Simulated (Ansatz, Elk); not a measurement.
# How far do independent atoms describe YTi2Pd2?

The structure of YTi2Pd2 used here is made up (a known structure type with other elements) and was relaxed beforehand with PBEsol. The aim is the Fourier transform of its all-electron density, F(hkl), set beside the sum over free spherical atoms that refinements use.

Main program and level: Elk 11.2.3 (patched build); DFT, PBE, all-electron APW+lo, Dirac cores, scalar-relativistic bands, static density, no spin.

The structure was built from a prototype and need not be the compound's stable phase.

**1. Starting point**

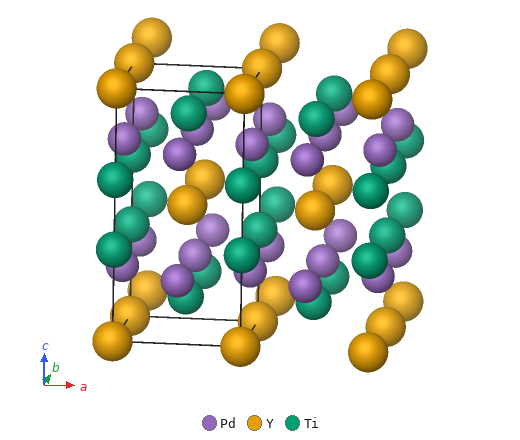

The starting structure, seen slightly off an axis (palladium purple, yttrium orange, titanium teal). 2×2×1 cells are drawn. This picture shows the conventional cell, with its axes. Some periodic images of atoms are drawn too.

**2. Ground state and structure factors**

An all-electron density is needed, since X-rays see the cores too. Task 0 finds the density and task 195 Fourier-transforms it; tshift is off so that phases refer to the origin typed.

File elk.in:

```
tasks
  0
  195

xctype
  20

spinpol
  .false.

rgkmax
  7.0

gmaxvr
  14.0

lmaxo
  7

lmaxapw
  8

swidth
  0.002

tshift
  .false.

ramdisk
  .false.

hmaxvr
  5.5

maxscl
  120

epspot
  1e-06

sppath
  './'

avec
  -4.34817065447 4.34817065447 8.69575344766
  4.34817065447 -4.34817065447 8.69575344766
  4.34817065447 4.34817065447 -8.69575344766

atoms
  3
  'Pd.in'
  2
  0.7500000000 0.2500000000 0.5000000000   0.000000 0.000000 0.000000
  0.2500000000 0.7500000000 0.5000000000   0.000000 0.000000 0.000000
  'Y.in'
  1
  0.0000000000 0.0000000000 0.0000000000   0.000000 0.000000 0.000000
  'Ti.in'
  2
  0.3620268190 0.3620268190 0.0000000000   0.000000 0.000000 0.000000
  0.6379731810 0.6379731810 0.0000000000   0.000000 0.000000 0.000000

ngridk
  7 7 7
```

The run is started by

```sh
> OMP_NUM_THREADS=4 elk
```

Numbers of over 12 decimals in the logs are rounded to 6 here.

The log of the run:

```text
┌─────────────────────────┐
│ Elk code version 11.2.3 │
└─────────────────────────┘

All units are atomic (Hartree, Bohr, etc.)

┌─────────────────────────────────────────────────┐
│ Ground-state run starting from atomic densities │
└─────────────────────────────────────────────────┘

Lattice vectors :
  -4.348170654       4.348170654       8.695753448
   4.348170654      -4.348170654       8.695753448
   4.348170654       4.348170654      -8.695753448

Reciprocal lattice vectors :
  0.2504309911E-16  0.7225090511      0.3612789475
  0.7225090511      0.2504309911E-16  0.3612789475
  0.7225090511      0.7225090511     -0.1172237410E-16

Unit cell volume      :    657.6281125
Brillouin zone volume :   0.3771891875

Muffin-tin inner radius fraction :   0.1000000000E-01

Nuclei treated as point charges

Species : 1 (Pd)
 parameters loaded from : Pd.in
 name : palladium
 nuclear charge    :   -46.00000000
 electronic charge :    46.00000000
 atomic mass :    193991.7927
 muffin-tin radius :    2.451652406
 number of radial points in muffin-tin :    993
 inner part over the whole radius :   0.9954035546E-02
 number on inner part of muffin-tin    :    706
 approximate nuclear radius :   0.8586907259E-04
 number of mesh points to nuclear radius :    354
 atomic positions (lattice), magnetic fields (Cartesian) :
  1 :  -0.25000000  0.25000000  0.50000000    0.00000000  0.00000000  0.00000000
  2 :   0.25000000 -0.25000000  0.50000000    0.00000000  0.00000000  0.00000000

Species : 2 (Y)
 parameters loaded from : Y.in
 name : yttrium
 nuclear charge    :   -39.00000000
 electronic charge :    39.00000000
 atomic mass :    162065.4503
 muffin-tin radius :    2.600000000
 number of radial points in muffin-tin :   1193
 inner part over the whole radius :   0.9871815862E-02
 number on inner part of muffin-tin    :    847
 approximate nuclear radius :   0.8135895711E-04
 number of mesh points to nuclear radius :    416
 atomic positions (lattice), magnetic fields (Cartesian) :
  1 :   0.00000000  0.00000000  0.00000000    0.00000000  0.00000000  0.00000000

Species : 3 (Ti)
 parameters loaded from : Ti.in
 name : titanium
 nuclear charge    :   -22.00000000
 electronic charge :    22.00000000
 atomic mass :    87256.20317
 muffin-tin radius :    2.263063760
 number of radial points in muffin-tin :    993
 inner part over the whole radius :   0.9848792911E-02
 number on inner part of muffin-tin    :    697
 approximate nuclear radius :   0.6805665174E-04
 number of mesh points to nuclear radius :    326
 atomic positions (lattice), magnetic fields (Cartesian) :
  1 :   0.36202682  0.36202682  0.00000000    0.00000000  0.00000000  0.00000000
  2 :  -0.36202682 -0.36202682  0.00000000    0.00000000  0.00000000  0.00000000

Total number of atoms per unit cell :    5
Total muffin-tin volume :    294.1710775
 ratio of muffin-tin to unit cell volume :   0.4473213232

Spin treatment :
 spin-unpolarised

Number of Bravais lattice symmetries :   16
Number of crystal symmetries         :   16
Crystal has inversion symmetry
Real symmetric eigensolver will be used

k-point grid :      7     7     7
k-point offset :    0.000000000       0.000000000       0.000000000
k-point set is reduced with full crystal symmetry group
Total number of k-points :       40

Muffin-tin radius times maximum |G+k| :    7.000000000
 using average radius
Maximum |G+k| for APW functions       :    2.909530478
Maximum (1/2)|G+k|²                   :    4.232683801
Maximum |G| for potential and density :    14.00000000
Constant for pseudocharge density :    9
 order of it for each species :   16  16  16
 order of it for pair densities of each species (exact exchange by exxq0 0: 17) :   10  11   8
Radial integration step length :    1

G-vector grid sizes :     48    48    48
Number of G-vectors :    30495

Maximum angular momentum used for
 APW functions            :    8
 outer part of muffin-tin :    7
 inner part of muffin-tin :    2

Total nuclear charge    :   -175.0000000
[...]
xc potential                :     -550.38199927435
 exchange                    :     -471.36622051307
 correlation                 :     -8.785508
 electron entropic           :    -0.22521405223664E-02
 total energy                :     -15183.653759915

Density of states at Fermi energy :    178.3471607
 (states/Hartree/unit cell)

Estimated indirect band gap :   0.2418910228E-03
 from k-point 34 to k-point 1
Estimated direct band gap   :   0.3525066189E-02
 at k-point 11

Charges :
 core                        :    104.0000000
 valence                     :    71.00000000
 interstitial                :    9.958382863
 muffin-tins (core leakage)
  species : 1 (Pd)
   atom 1                    :    42.70090163     ( -0.6658091287E-06)
[...]
species : 2 (Y)
[...]
species : 3 (Ti)
[...]
total in muffin-tins        :    165.0416171
 total calculated charge     :    175.0000924
 total charge                :    175.0000000
 error                       :   0.9244274804E-04

RMS change in Kohn-Sham potential (target) :   0.7917726795     (  0.1000000000E-05)
Absolute change in total energy (target)   :   0.7268446435     (  0.1000000000E-03)

[... loops 3 to 18 left out ...]

┌──────────────────┐
│ Loop number : 19 │
└──────────────────┘

Energies :
 Fermi                       :     0.288825
 sum of occupied eigenvalues :     -9033.5290528259
 electron kinetic            :      15757.895984372
 core electron kinetic       :      15218.247050964
 Coulomb                     :     -30462.827136321
 Coulomb potential           :     -24162.927539179
 nuclear-nuclear             :     -1782.4671904334
 electron-nuclear            :     -33246.237083179
 Hartree                     :      4565.8771372911
 Madelung                    :     -18381.363366732
 xc potential                :     -628.49749801857
 exchange                    :     -473.71883887291
 correlation                 :     -8.799957
 electron entropic           :    -0.21348062451244E-02
 total energy                :     -15187.452082293

Density of states at Fermi energy :    164.9735123
 (states/Hartree/unit cell)

Estimated indirect band gap :   0.9823913311E-03
 from k-point 1 to k-point 13
Estimated direct band gap   :   0.2485459575E-02
 at k-point 2

Charges :
 core                        :    104.0000000
 valence                     :    71.00000000
 interstitial                :    8.302472031
 muffin-tins (core leakage)
  species : 1 (Pd)
[...]
species : 2 (Y)
[...]
species : 3 (Ti)
[...]
total in muffin-tins        :    166.6975280
 total calculated charge     :    175.0002067
 total charge                :    175.0000000
 error                       :   0.2067260627E-03

RMS change in Kohn-Sham potential (target) :   0.3086051012E-06 (  0.1000000000E-05)
Absolute change in total energy (target)   :   0.6499176925E-04 (  0.1000000000E-03)

Convergence targets achieved

┌──────────────────┐
│ Loop number : 20 │
└──────────────────┘

Energies :
 Fermi                       :     0.288825
 sum of occupied eigenvalues :     -9033.5290457106
 electron kinetic            :      15757.895999622
 core electron kinetic       :      15218.247050113
 Coulomb                     :     -30462.827144246
 Coulomb potential           :     -24162.927519489
 nuclear-nuclear             :     -1782.4671904334
 electron-nuclear            :     -33246.237118183
 Hartree                     :      4565.8771643706
 Madelung                    :     -18381.363384501
 xc potential                :     -628.49752584368
 exchange                    :     -473.71883933456
 correlation                 :     -8.799957
 electron entropic           :    -0.21348076209327E-02
 total energy                :     -15187.452075438

Density of states at Fermi energy :    164.9736510
 (states/Hartree/unit cell)

Estimated indirect band gap :   0.9823407599E-03
 from k-point 1 to k-point 13
Estimated direct band gap   :   0.2485425421E-02
 at k-point 2

Charges :
 core                        :    104.0000000
 valence                     :    71.00000000
 interstitial                :    8.302471864
 muffin-tins (core leakage)
  species : 1 (Pd)
[...]
species : 2 (Y)
   atom 1                    :    36.69289596     (  0.8505442683E-05)
  species : 3 (Ti)
   atom 1                    :    20.14201522     ( -0.2148662013E-06)
   atom 2                    :    20.14201522     ( -0.2148662013E-06)
 total in muffin-tins        :    166.6975281
 total calculated charge     :    175.0002067
 total charge                :    175.0000000
 error                       :   0.2067271364E-03

┌──────────────────────────────┐
│ Self-consistent loop stopped │
└──────────────────────────────┘

Wrote STATE.OUT
```

It took 30 s on 4 threads of Intel Xeon 6975P-C (Granite Rapids), shared host; peak memory 0.24 GiB.

SFACRHO.OUT:

```text

h k l indices transformed by vhmat matrix:
   1.000000000       0.000000000       0.000000000    
   0.000000000       1.000000000       0.000000000    
   0.000000000       0.000000000       1.000000000    

      h      k      l  multipl.   |H|            Re(F)            Im(F)           |F|

      0      0      0      1   0.0000000       175.00000      0.39815351E-16   175.00000    
      1      1     -1      2  0.72255790      -56.180910     -0.91264234E-14   56.180910    
     -1      0      1      8  0.80780060       9.9827245      -0.0000000       9.9827245    
      1     -1      0      4   1.0217821      -11.805867      0.54905842E-16   11.805867    
      1      1      0      8   1.2514506       101.03929     -0.45632117E-13   101.03929    
      1      2     -1      8   1.3025827       58.223340      0.11408029E-14   58.223340    
     -1      1      1      4   1.4450181       132.49240     -0.38660620E-13   132.49240    
      2      2     -2      2   1.4451158       72.689730      0.17112044E-13   72.689730    
      2      0     -2      8   1.6156012      -44.653522     -0.15971241E-13   44.653522    
      1      0      1     16   1.6554815       9.7166181      -0.0000000       9.7166181    
     -1     -3      2      8   1.7698583      -64.836052      0.15971241E-13   64.836052    
      1      2     -3     16   1.9454560       49.621955      -0.0000000       49.621955    
      2      3     -3      8   1.9455285       36.435437      -0.0000000       36.435437    
      0      0     -2      4   2.0435642       114.35799      0.70800529E-13   114.35799    
      3      1     -3      8   2.0436333       63.855132      0.51336132E-13   63.855132    
      1      1      1      8   2.1675434      -38.823126      0.61603358E-13   38.823126    
      3      3     -3      2   2.1676737      -22.992362     -0.22816059E-13   22.992362    
      1     -2     -1      8   2.1974295       9.1311683      -0.0000000       9.1311683
```

Elk indexes on the primitive cell of elk.in and gives |H| = 4π sin θ/λ in inverse bohr. Below, one row stands for each form hkl of the conventional cell (m members, Friedel mates merged), F is for one primitive cell and the density is static (no thermal factor). Free-atom factors are Waasmaier and Kirfel's, and R is Σm||F|−|F'||/Σm|F|.

```tsv
hkl	m	sin θ/λ (Å⁻¹)	abs F, DFT	neutral atoms	diff.
002	2	0.109	56.181	56.757	-0.576
101	8	0.121	9.983	10.160	-0.177
110	4	0.154	11.806	12.527	-0.722
112	8	0.188	101.039	101.835	-0.796
103	8	0.196	58.223	58.550	-0.327
200	4	0.217	132.492	133.365	-0.873
004	2	0.217	72.690	72.904	-0.214
202	8	0.243	44.654	45.360	-0.706
211	16	0.249	9.717	9.653	+0.064
114	8	0.266	64.836	65.618	-0.782
213	16	0.293	49.622	49.742	-0.120
105	8	0.293	36.435	36.659	-0.223
220	4	0.307	114.358	114.534	-0.176
204	8	0.307	63.855	63.875	-0.020
222	8	0.326	38.823	39.013	-0.190
006	2	0.326	22.992	23.166	-0.174
301	8	0.330	9.131	9.269	-0.138
310	8	0.344	9.571	9.689	-0.117
```

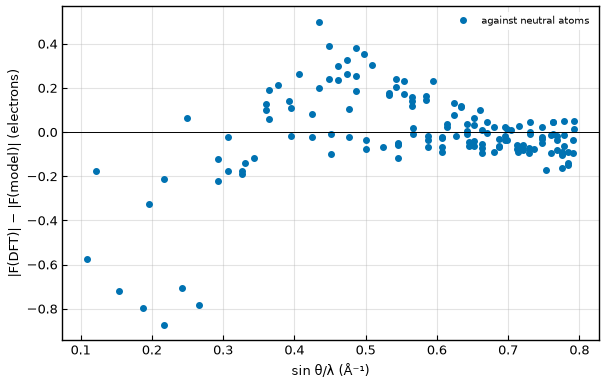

Difference between the calculated structure factors and the independent-atom ones.

**3. The highest occupied states alone**

An energy window below the Fermi level keeps the highest occupied states, to see at which angles they scatter; shallow core shells can lie inside it and anion s states outside. No new self-consistency is needed.

Edit elk.in of step 2 so:

```diff
@@ -1,3 +1,2 @@
 tasks
-  0
   195
@@ -40,2 +39,5 @@
 
+wsfac
+  -0.262410 0.588830
+
 sppath
```

The run is started by

```sh
> OMP_NUM_THREADS=4 elk
```

The log of the run:

```text
┌─────────────────────────────────┐
│ Elk code version 11.2.3 started │
└─────────────────────────────────┘

Info(readinput): the functional depends on the density's gradient
 muffin-tin radial points multiplied by    2.00000
 (not where nrmtscf is given)

┌────────────────────┐
│ Current task : 195 │
└────────────────────┘
Info(checkmt): changed muffin-tin radius of species 1 (Pd) from   2.6000 to   2.4517
Info(checkmt): changed muffin-tin radius of species 3 (Ti) from   2.4000 to   2.2631

Info(sfacrho): density structure factors written to SFACRHO.OUT

 Energy window :  -0.2624100000      0.5888300000

┌──────────────────┐
│ Elk code stopped │
└──────────────────┘
```

Run time: 6.7 s. Hardware: 4 threads; peak memory 0.17 GiB; 9.3 s of CPU time.

States within 15 eV below the Fermi level hold 31.00 electrons; any levels below the window count with the cores. Their amplitudes can exceed the total, where window and core parts have opposite phase:

```tsv
hkl	sin θ/λ (Å⁻¹)	abs F, window	abs F, all
002	0.109	14.817	56.181
101	0.121	1.919	9.983
110	0.154	8.633	11.806
112	0.188	8.805	101.039
103	0.196	1.404	58.223
200	0.217	8.752	132.492
004	0.217	6.238	72.690
202	0.243	5.890	44.654
211	0.249	0.735	9.717
114	0.266	5.504	64.836
```

**4. Another functional**

The difference from free atoms is small, so it is set against the change that LDA (Perdew-Wang) makes.

Edit elk.in of step 3 so:

```diff
@@ -1,2 +1,3 @@
 tasks
+  0
   195
@@ -4,3 +5,3 @@
 xctype
-  20
+  3
 
@@ -39,5 +40,2 @@
 
-wsfac
-  -0.262410 0.588830
-
 sppath
```

The run is started by

```sh
> OMP_NUM_THREADS=4 elk
```

The log of the run:

```text
┌─────────────────────────┐
│ Elk code version 11.2.3 │
└─────────────────────────┘

All units are atomic (Hartree, Bohr, etc.)

┌─────────────────────────────────────────────────┐
│ Ground-state run starting from atomic densities │
└─────────────────────────────────────────────────┘

Lattice vectors :
  -4.348170654       4.348170654       8.695753448
   4.348170654      -4.348170654       8.695753448
   4.348170654       4.348170654      -8.695753448

Reciprocal lattice vectors :
  0.2504309911E-16  0.7225090511      0.3612789475
[...]
interstitial                :    8.264087877
 muffin-tins (core leakage)
  species : 1 (Pd)
[...]
species : 2 (Y)
[...]
species : 3 (Ti)
   atom 1                    :    20.15873359     ( -0.3481104669E-05)
   atom 2                    :    20.15873359     ( -0.3481104669E-05)
 total in muffin-tins        :    166.7359121
 total calculated charge     :    175.0002462
 total charge                :    175.0000000
 error                       :   0.2461587267E-03

┌──────────────────────────────┐
│ Self-consistent loop stopped │
└──────────────────────────────┘

Wrote STATE.OUT
[key lines of the parts left out:]
total energy                :     -15170.622906677
```

Run time: 18 s. Hardware: 4 threads; peak memory 0.18 GiB; 55 s of CPU time.

Against the first run R = 0.04 %; the largest change is -0.061 at 220.

**5. A coarser k-mesh**

About half the k-points along each axis test the sampling.

Edit elk.in of step 4 so:

```diff
@@ -5,3 +5,3 @@
 xctype
-  3
+  20
 
@@ -63,2 +63,2 @@
 ngridk
-  7 7 7
+  4 4 4
```

The run is started by

```sh
> OMP_NUM_THREADS=4 elk
```

The log of the run:

```text
┌─────────────────────────┐
│ Elk code version 11.2.3 │
└─────────────────────────┘

All units are atomic (Hartree, Bohr, etc.)

┌─────────────────────────────────────────────────┐
│ Ground-state run starting from atomic densities │
└─────────────────────────────────────────────────┘

Lattice vectors :
  -4.348170654       4.348170654       8.695753448
   4.348170654      -4.348170654       8.695753448
   4.348170654       4.348170654      -8.695753448

Reciprocal lattice vectors :
  0.2504309911E-16  0.7225090511      0.3612789475
[...]
interstitial                :    8.305631117
 muffin-tins (core leakage)
  species : 1 (Pd)
[...]
species : 2 (Y)
[...]
species : 3 (Ti)
   atom 1                    :    20.14244688     ( -0.2148649294E-06)
   atom 2                    :    20.14244688     ( -0.2148649294E-06)
 total in muffin-tins        :    166.6943689
 total calculated charge     :    175.0001922
 total charge                :    175.0000000
 error                       :   0.1922421112E-03

┌──────────────────────────────┐
│ Self-consistent loop stopped │
└──────────────────────────────┘

Wrote STATE.OUT
[key lines of the parts left out:]
total energy                :     -15187.451113134
```

Wall time 18 s (4 threads); peak memory 0.25 GiB; 42 s of CPU time.

Against the first run R = 0.01 %; the largest change is -0.015 at 008.

**6. Settings against the effect**

```tsv
run	R against the first run (%)	R against neutral atoms, low angle (%)	wall time
PBE, rgkmax 7	0.00	0.81	30 s
LDA (Perdew-Wang)	0.04	0.84	18 s
k-mesh 4×4×4	0.01	0.81	18 s
```

**7. Summary of results**

| Item | Value |
| --- | --- |
| R against neutral atoms, sin θ/λ < 0.3 Å⁻¹ | 0.81 % |
| R against neutral atoms, 0.3 to 0.79 Å⁻¹ | 0.29 % |

What this shows: Independent neutral atoms miss the calculated amplitudes by R = 0.81 % below 0.3 Å⁻¹ and 0.29 % from there to 0.79 Å⁻¹; by shells, 1.34 % below 0.15 Å⁻¹ (2 forms), 0.79 % 0.15 to 0.3 (10 forms), 0.35 % 0.3 to 0.45 (21 forms), 0.28 % above 0.45 (116 forms). Bonding, aspherical density and the tables' own atoms all enter these figures, and the runs don't part them. The largest change of an amplitude is -0.87 electrons, at 200. The window's part falls from 31.0 electrons at the origin to at most 0.42 between 0.45 and 0.79 Å⁻¹. Below 0.3 Å⁻¹ the changes that finished (LDA (Perdew-Wang) and k-mesh 4×4×4) move F by R = 0.04 % at most, against the 0.81 % that separates it from free atoms. The basis has no finished test. These runs have no spin, though d or f shells may be open. Part of the difference isn't bonding: the tables are fits to free atoms and ions calculated by other methods than this functional. Thermal motion, anomalous dispersion and extinction are left out.

[Logs are printed without paths, hosts, clocks, repeated set-up lines and the standing remarks that a program may print on its own settings, such as how far it seeks lower states.]

[Hosts, paths, dates, database ids (printed as entryN), source tags and the programs' standing remarks are cut or masked in the printed files.]
